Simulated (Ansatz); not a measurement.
# BC2 (doublet): the correlation ladder, cc-pVTZ

Aim: climb from Hartree-Fock through coupled cluster and multireference methods for BC2 (doublet) at one geometry and basis, and see what each rung misses.

Computed with Ansatz 0.2.0, Gaussian basis. Level: cc-pVTZ, core rule «outside noble gas», up to 3 orbitals frozen.

To be run: UHF; CCSD(T) on ROHF; CCSD(T) on UHF; BCCD(T) on ROHF; CCSDT(Q) on ROHF; CCSDT(Q) on UHF; CASSCF and NEVPT2, 11 electrons in 12 orbitals.

5 further runs of the same task are left out: 5 set aside as unsound or not needed. Runs told in other sessions of the task aren't counted.

**1. What is computed**

The geometry is a PBE0/def2-TZVP stationary point (not a proven minimum) of the parent state, kept for this charge and spin.

3 atoms, charge 0, spin multiplicity 2.

Atoms are counted from 1 here; the program's logs count them from 0.

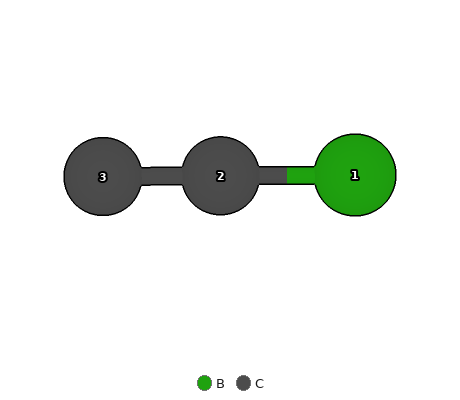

The structure; boron green, carbon dark grey; atoms are numbered from 1 in the order of the file.

In the tables R marks a restricted open-shell determinant and U an unrestricted one; 'valence' is the active space of 11 electrons in 12 orbitals; energies count from the table's Hartree-Fock row.

**2. UHF**

in.yaml

```yaml
crystal:
  periodic: [false, false, false]
  atoms:
    - {symbol: B, position_ang: [0.000000, 0.000000, -1.356900]}
    - {symbol: C, position_ang: [0.000000, 0.000000, 0.059500]}
    - {symbol: C, position_ang: [0.000000, 0.000000, 1.297400]}
basis:
  gaussian: {orbitals: cc-pVTZ}
magnetization: {spin_polarized: true, initial_magnetization: 1}
hamiltonian: {xc: hf}
output: {orbitals: {seedname: orbitals}}
```

Run with:

```
> ansatz run in.yaml --threads 1 --pin off --events-out ev --progress --plain --max-ram 2816MiB --backend cpu
```

What it wrote:

```text
Functional definition: HF
  name "HF"
  cite "Fock, Z. Phys. 61, 126 (1930) doi:10.1007/BF01340294"
  parent pbe
  exchange = exact_x
  correlation = 0
687 factors; their error is unknown
mean field evaluation 1: about -2723.5384 eV, gradient 2.0e1 eV
mean field evaluation 2: about -2725.0429 eV, gradient 1.5e1 eV
mean field evaluation 4: about -2726.9150 eV, gradient 2.7e0 eV
mean field evaluation 8: about -2727.1264 eV, gradient 5.5e-1 eV
mean field evaluation 16: about -2727.2514 eV, gradient 1.8e-5 eV
mean field evaluation 32: about -2726.6787 eV, gradient 2.4e0 eV
mean field evaluation 64: about -2718.3774 eV, gradient 2.0e1 eV
mean field evaluation 96: about -2727.2510 eV, gradient 2.3e-1 eV
mean field evaluation 128: about -2724.1706 eV, gradient 1.2e-1 eV
mean field -2727.25140133 eV, -100.2246404016 hartree, gradient 2.0e-5 eV, S^2 1.129799; 5 other end points of the search recorded, 0 dependent functions left out
reference -2727.25140133 eV, -100.2246404016 hartree; 9, 8 occupied and 81, 82 virtual orbitals, 687 factors
Total energy: -2727.25140133 eV, -100.2246404016 hartree
```

Wall time 2.9 s (1 thread of AMD EPYC 7R13, shared host).

From the report: ⟨S²⟩ of the determinant 1.130 (pure doublet: 0.75).

**3. CCSD(T) on ROHF**

in.yaml: that of step 2 with these lines changed.

```diff
@@ -8,4 +8,3 @@
   gaussian: {orbitals: cc-pVTZ}
-magnetization: {spin_polarized: true, initial_magnetization: 1}
-hamiltonian: {xc: hf}
-output: {orbitals: {seedname: orbitals}}
+magnetization: {spin_polarized: false, initial_magnetization: 1}
+correlation: {method: ccsd_t, electrons: outside_noble_gas}
```

Run with:

```
> ansatz run in.yaml --threads 2 --pin off --events-out ev --progress --plain --max-ram 16896MiB --backend cuda --devices 0, --max-vram 18GiB
```

What it wrote, shortened:

```text
Functional definition: HF
  name "HF"
  cite "Fock, Z. Phys. 61, 126 (1930) doi:10.1007/BF01340294"
  parent pbe
[...]
537 factors; integrals over basis functions are off by at most 1.2e-3 eV
[...]
mean field -2727.03814709 eV, -100.2168034527 hartree, gradient 2.4e-6 eV, S^2 0.750000; 2 other end points of the search recorded, 0 dependent functions left out
[...]
determinant -2727.03814709 eV, -100.2168034527 hartree, with singles and doubles -2736.57589622 eV, -100.5673092681 hartree
determinant -2725.43211010 eV, -100.1577826821 hartree, with singles and doubles -2734.68688029 eV, -100.4978892133 hartree
3 core orbitals not correlated: weight in the atoms' cores, before any rotation towards them, 1.000 or more for the frozen orbitals, at most 0.000 for the correlated occupied ones
reference -2727.03814709 eV, -100.2168034527 hartree; 6, 5 occupied and 81, 82 virtual orbitals, 537 factors
second order -9.10140004 eV of doubles, -0.02539251 eV of singles
cycle   1  -9.39848325 eV  change   -6.4e-1 eV  update   2.4e-2
[...]
cycle  13  -9.44258957 eV  change   -5.9e-6 eV  update   3.8e-6
perturbative correction -0.73541168 eV, -0.0270258807 hartree
Total energy: -2737.21614834 eV, -100.5908380997 hartree
```

Wall time 2.8 s (1 × H100 (card shared with other runs) with 2 threads of AMD EPYC 7R13, shared host); peak host memory 0.83 GiB.

From the report: correlation -10.1780 eV; T1 0.036; largest double amplitude 0.08.

**4. CCSD(T) on UHF**

in.yaml: that of step 3 with these lines changed.

```diff
@@ -8,3 +8,3 @@
   gaussian: {orbitals: cc-pVTZ}
-magnetization: {spin_polarized: false, initial_magnetization: 1}
+magnetization: {spin_polarized: true, initial_magnetization: 1}
 correlation: {method: ccsd_t, electrons: outside_noble_gas}
```

Same command.

What it wrote, shortened:

```text
Functional definition: HF
  name "HF"
  cite "Fock, Z. Phys. 61, 126 (1930) doi:10.1007/BF01340294"
  parent pbe
[...]
537 factors; integrals over basis functions are off by at most 1.2e-3 eV
[...]
mean field -2727.25144193 eV, -100.2246418934 hartree, gradient 4.5e-6 eV, S^2 1.129798; 23 other end points of the search recorded, 0 dependent functions left out
determinant -2727.25144193 eV, -100.2246418934 hartree, with singles and doubles -2736.53723873 eV, -100.5658886318 hartree
determinant -2726.20237156 eV, -100.1860892684 hartree, with singles and doubles -2735.40064689 eV, -100.5241196520 hartree
determinant -2725.60840429 eV, -100.1642613739 hartree, with singles and doubles -2734.59142802 eV, -100.4943814072 hartree
determinant -2725.50718374 eV, -100.1605415872 hartree, with singles and doubles -2734.68461312 eV, -100.4978058962 hartree
[...]
determinant -2724.16073568 eV, -100.1110605336 hartree, with singles and doubles -2732.76746263 eV, -100.4273519154 hartree
determinant -2723.98487330 eV, -100.1045977105 hartree, with singles and doubles -2732.74282632 eV, -100.4264465478 hartree
3 core orbitals not correlated: weight in the atoms' cores, before any rotation towards them, 1.000 or more for the frozen orbitals, at most 0.000 for the correlated occupied ones
reference -2727.25144193 eV, -100.2246418934 hartree; 6, 5 occupied and 81, 82 virtual orbitals, 537 factors
second order -8.53243828 eV of doubles, -0.00000000 eV of singles
cycle   1  -9.17535295 eV  change   -6.9e-1 eV  update   2.5e-2
[...]
cycle  13  -9.23617176 eV  change   -2.5e-6 eV  update   9.3e-6
perturbative correction -0.67064323 eV, -0.0246456842 hartree
WARN: the results are in doubt because among natural orbitals full CI differs from the method by -0.096 eV
Total energy: -2737.15825692 eV, -100.5887106293 hartree
In doubt: among natural orbitals full CI differs from the method by -0.096 eV
```

It took 13 s on 1 × H100 (card shared with other runs) with 2 threads of AMD EPYC 7R13, shared host; peak host memory 0.84 GiB.

From the report: ⟨S²⟩ of the determinant 1.130 (pure doublet: 0.75); correlation -9.9068 eV; T1 0.061; largest double amplitude 0.08. Mind the lines of doubt at the end of the log.

**5. BCCD(T) on ROHF**

in.yaml: that of step 4 with these lines changed.

```diff
@@ -8,3 +8,3 @@
   gaussian: {orbitals: cc-pVTZ}
-magnetization: {spin_polarized: true, initial_magnetization: 1}
-correlation: {method: ccsd_t, electrons: outside_noble_gas}
+magnetization: {spin_polarized: false, initial_magnetization: 1}
+correlation: {method: bccd_t, electrons: outside_noble_gas}
```

Launched as before.

What it wrote, shortened:

```text
Functional definition: HF
  name "HF"
  cite "Fock, Z. Phys. 61, 126 (1930) doi:10.1007/BF01340294"
  parent pbe
[...]
537 factors; integrals over basis functions are off by at most 1.2e-3 eV
[...]
mean field -2727.03814709 eV, -100.2168034527 hartree, gradient 2.4e-6 eV, S^2 0.750000; 2 other end points of the search recorded, 0 dependent functions left out
[...]
determinant -2727.03814709 eV, -100.2168034527 hartree, with singles and doubles -2736.57589622 eV, -100.5673092681 hartree
determinant -2725.43211010 eV, -100.1577826821 hartree, with singles and doubles -2734.68688029 eV, -100.4978892133 hartree
3 core orbitals not correlated: weight in the atoms' cores, before any rotation towards them, 1.000 or more for the frozen orbitals, at most 0.000 for the correlated occupied ones
reference -2727.03814709 eV, -100.2168034527 hartree; 6, 5 occupied and 81, 82 virtual orbitals, 537 factors
second order -9.10140004 eV of doubles, -0.02539251 eV of singles
cycle   1  -9.34587130 eV  change   -5.8e-1 eV  update   2.9e-2
[...]
cycle  15  -9.40030761 eV  change    2.5e-6 eV  update   6.0e-6
perturbative correction -0.78010338 eV, -0.0286682706 hartree
Total energy: -2737.21855808 eV, -100.5909266560 hartree
```

Wall time 10 s (1 × H100 (card shared with other runs) with 2 threads of AMD EPYC 7R13, shared host); peak host memory 0.84 GiB.

From the report: correlation -10.1804 eV; largest double amplitude 0.08.

**6. CCSDT(Q) on ROHF**

in.yaml: that of step 5 with these lines changed.

```diff
@@ -9,2 +9,2 @@
 magnetization: {spin_polarized: false, initial_magnetization: 1}
-correlation: {method: bccd_t, electrons: outside_noble_gas}
+correlation: {method: ccsdt_q, electrons: outside_noble_gas}
```

Launched as before.

What it wrote, shortened:

```text
Functional definition: HF
  name "HF"
  cite "Fock, Z. Phys. 61, 126 (1930) doi:10.1007/BF01340294"
  parent pbe
[...]
1066 factors; integrals over basis functions are off by at most 1.7e-7 eV
[...]
mean field -2727.03816120 eV, -100.2168039714 hartree, gradient 1.7e-6 eV, S^2 0.750000; 2 other end points of the search recorded, 0 dependent functions left out
[...]
determinant -2727.03816120 eV, -100.2168039714 hartree, with singles and doubles -2736.57592628 eV, -100.5673103731 hartree
determinant -2725.43212260 eV, -100.1577831415 hartree, with singles and doubles -2734.68691691 eV, -100.4978905592 hartree
3 core orbitals not correlated: weight in the atoms' cores, before any rotation towards them, 1.000 or more for the frozen orbitals, at most 0.000 for the correlated occupied ones
reference -2727.03816120 eV, -100.2168039714 hartree; 6, 5 occupied and 81, 82 virtual orbitals, 1066 factors
second order -9.10141985 eV of doubles, -0.02539259 eV of singles
cycle   1  -8.92813740 eV  change    2.0e-1 eV  update   1.4e-1
[...]
cycle  26  -10.20672515 eV  change   -1.1e-6 eV  update   8.1e-7
perturbative correction -0.06320933 eV, -0.0023229001 hartree
Total energy: -2737.30809568 eV, -100.5942171023 hartree
```

Run time: 24 s. Hardware: 1 × H100 (card shared with other runs) with 2 threads of AMD EPYC 7R13, shared host; peak host memory 1.2 GiB.

From the report: correlation -10.2699 eV; T1 0.046; largest double amplitude 0.10.

**7. CCSDT(Q) on UHF**

in.yaml: that of step 6 with these lines changed.

```diff
@@ -8,3 +8,3 @@
   gaussian: {orbitals: cc-pVTZ}
-magnetization: {spin_polarized: false, initial_magnetization: 1}
+magnetization: {spin_polarized: true, initial_magnetization: 1}
 correlation: {method: ccsdt_q, electrons: outside_noble_gas}
```

Same command.

What it wrote, shortened:

```text
Functional definition: HF
  name "HF"
  cite "Fock, Z. Phys. 61, 126 (1930) doi:10.1007/BF01340294"
  parent pbe
[...]
1066 factors; integrals over basis functions are off by at most 1.7e-7 eV
[...]
mean field -2727.25145752 eV, -100.2246424665 hartree, gradient 4.7e-6 eV, S^2 1.129800; 22 other end points of the search recorded, 0 dependent functions left out
determinant -2727.25145752 eV, -100.2246424665 hartree, with singles and doubles -2736.53550073 eV, -100.5658247614 hartree
determinant -2726.20238636 eV, -100.1860898123 hartree, with singles and doubles -2735.40016406 eV, -100.5241019083 hartree
determinant -2725.60841757 eV, -100.1642618618 hartree, with singles and doubles -2734.59131666 eV, -100.4943773148 hartree
determinant -2725.50719631 eV, -100.1605420492 hartree, with singles and doubles -2734.68463580 eV, -100.4978067299 hartree
[...]
determinant -2724.17090353 eV, -100.1114341955 hartree, with singles and doubles -2733.57020138 eV, -100.4568520202 hartree
determinant -2724.16075048 eV, -100.1110610777 hartree, with singles and doubles -2732.76531060 eV, -100.4272728296 hartree
determinant -2723.98488828 eV, -100.1045982611 hartree, with singles and doubles -2732.74217897 eV, -100.4264227580 hartree
3 core orbitals not correlated: weight in the atoms' cores, before any rotation towards them, 1.000 or more for the frozen orbitals, at most 0.000 for the correlated occupied ones
reference -2727.25145752 eV, -100.2246424665 hartree; 6, 5 occupied and 81, 82 virtual orbitals, 1066 factors
second order -8.53245246 eV of doubles, -0.00000000 eV of singles
cycle   1  -8.62972766 eV  change   -9.7e-2 eV  update   1.4e-1
[...]
cycle  29  -9.99630247 eV  change   -1.0e-6 eV  update   3.9e-7
perturbative correction -0.08969012 eV, -0.0032960512 hartree
Total energy: -2737.33745011 eV, -100.5952958577 hartree
```

Wall time 22 s (1 × H100 (card shared with other runs) with 2 threads of AMD EPYC 7R13, shared host); peak host memory 1.1 GiB.

From the report: ⟨S²⟩ of the determinant 1.130 (pure doublet: 0.75); correlation -10.0860 eV; T1 0.077; largest double amplitude 0.10.

**8. CASSCF and NEVPT2, 11 electrons in 12 orbitals**

in.yaml

```yaml
crystal:
  periodic: [false, false, false]
  atoms:
    - {symbol: B, position_ang: [0.000000, 0.000000, -1.356900]}
    - {symbol: C, position_ang: [0.000000, 0.000000, 0.059500]}
    - {symbol: C, position_ang: [0.000000, 0.000000, 1.297400]}
basis:
  gaussian: {orbitals: cc-pVTZ}
magnetization: {spin_polarized: false, initial_magnetization: 1}
correlation: {method: sc_nevpt2, electrons: outside_noble_gas, active_space: {window: {electrons: 11, orbitals: 12}, shells: [{species: B, l: s, shell: 2}, {species: B, l: p, shell: 2}, {species: C, l: s, shell: 2}, {species: C, l: p, shell: 2}]}}
```

Same command.

What it wrote:

```text
Functional definition: HF
  name "HF"
  cite "Fock, Z. Phys. 61, 126 (1930) doi:10.1007/BF01340294"
  parent pbe
  exchange = exact_x
  correlation = 0
1066 factors; integrals over basis functions are off by at most 1.7e-7 eV
mean field evaluation 1: about -2723.5982 eV, gradient 2.6e1 eV
mean field evaluation 2: about -2723.6031 eV, gradient 2.6e1 eV
mean field evaluation 4: about -2726.1567 eV, gradient 1.2e1 eV
mean field evaluation 8: about -2727.0366 eV, gradient 4.6e-1 eV
mean field evaluation 16: about -2725.3394 eV, gradient 3.1e0 eV
mean field evaluation 32: about -2726.1525 eV, gradient 1.2e1 eV
mean field -2727.03816120 eV, -100.2168039714 hartree, gradient 1.7e-6 eV, S^2 0.750000; 2 other end points of the search recorded, 0 dependent functions left out
reference -2727.03816120 eV, -100.2168039714 hartree; 9, 8 occupied and 81, 82 virtual orbitals, 1066 factors
state -2731.69279173 eV, -100.3878584880 hartree
state -2731.69279173 eV, -100.3878584880 hartree; corrected -2736.22627460 eV, -100.5544609109 hartree
Total energy: -2736.22627460 eV, -100.5544609109 hartree
Checks for a lower state left out: starts, orbital_swaps
```

Wall time 7.5 s (1 × H100 (card shared with other runs) with 2 threads of AMD EPYC 7R13, shared host); peak host memory 0.84 GiB.

From the report: 182,952 determinants; active occupations 1.99, 1.97, 1.96, 1.90, 1.90, 1.01, 0.09, 0.09, 0.03, 0.03, 0.02, 0.01.

**9. How many determinants matter**

Natural occupations of the CASSCF valence state about the gap (report; correlated orbitals 2 to 11): 1.970, 1.962, 1.896, 1.896, 1.006, 0.091, 0.091, 0.033, 0.033, 0.024. The count of effectively unpaired electrons, Σ n²(2 − n)², is 1.16; a single determinant of this spin has 1.

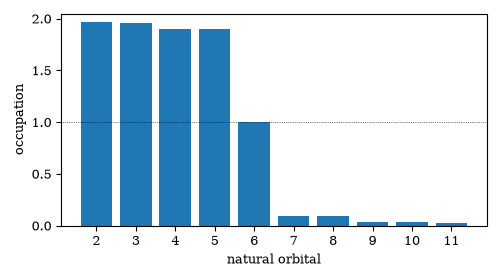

Natural occupations of the CASSCF valence state.

**10. All levels against the top one**

No level here is safe as a reference; RCCSDT(Q) serves as a yardstick only. Rows without a time are mean-field rows or come out of runs for another level: lower rungs of the coupled-cluster runs, CASSCF and MRCISD of the multireference runs, or the Hartree-Fock search.

| method | energy from the lowest ROHF (kJ/mol) | from RCCSDT(Q) (kJ/mol) | time |
| --- | --- | --- | --- |
| ROHF | 0.0 | +990.9 |  |
| UHF | -20.6 | +970.3 |  |
| RMP2 | -880.6 | +110.3 |  |
| UMP2 | -843.8 | +147.1 |  |
| RCCSD | -911.1 | +79.8 |  |
| UCCSD | -911.7 | +79.2 |  |
| RCCSD(T) | -982.0 | +8.9 | 2.8 s |
| UCCSD(T) | -976.4 | +14.5 | 13 s |
| BCCD(T) | -982.3 | +8.6 | 10 s |
| RCCSDT | -984.8 | +6.1 |  |
| UCCSDT | -985.1 | +5.8 |  |
| RCCSDT(Q) | -990.9 | 0 | 24 s |
| UCCSDT(Q) | -993.7 | -2.8 | 22 s |
| CASSCF valence | -449.1 | +541.8 |  |
| NEVPT2 valence | -886.5 | +104.4 | 7.5 s |

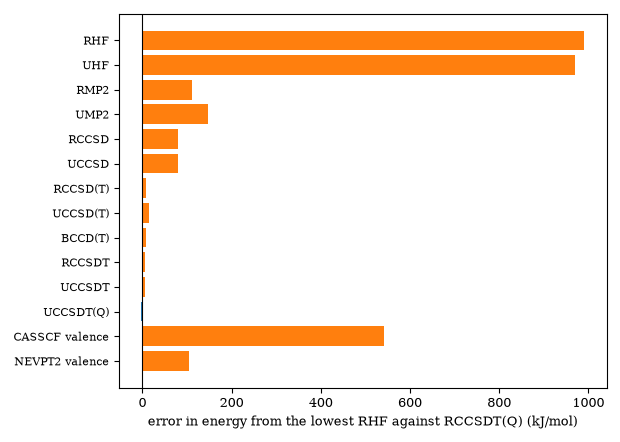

Error of each method against RCCSDT(Q).

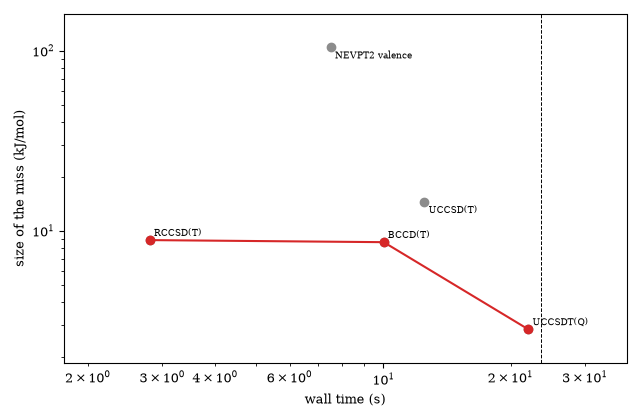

Miss against cost. Red marks the levels that no quicker level drawn beats (of those quicker than the yardstick), and the dashed line is the time of RCCSDT(Q). Times are from a shared host.

The program flags UCCSD(T) as in doubt (see the logs), so read those rows with care; the flags are large difference.

**11. Summary of results**

```
                      quantity          value
 RCCSDT(Q) from the ROHF energy    -10.2699 eV
           RMP2 from RCCSDT(Q)  +110.3 kJ/mol
           UMP2 from RCCSDT(Q)  +147.1 kJ/mol
          RCCSD from RCCSDT(Q)   +79.8 kJ/mol
       RCCSD(T) from RCCSDT(Q)    +8.9 kJ/mol
       UCCSD(T) from RCCSDT(Q)   +14.5 kJ/mol
      UCCSDT(Q) from RCCSDT(Q)    -2.8 kJ/mol
 NEVPT2 valence from RCCSDT(Q)  +104.4 kJ/mol
                 T1 diagnostic          0.036
effectively unpaired electrons           1.16
```

In words: RCCSD(T) misses by +8.9 kJ/mol, 0.9 % of the correlation energy. CCSD(T) misses by +8.9 kJ/mol on the restricted determinant and by +14.5 kJ/mol on the unrestricted one; the two need not hold the same state or core. One determinant dominates. Warnings: spin contamination.
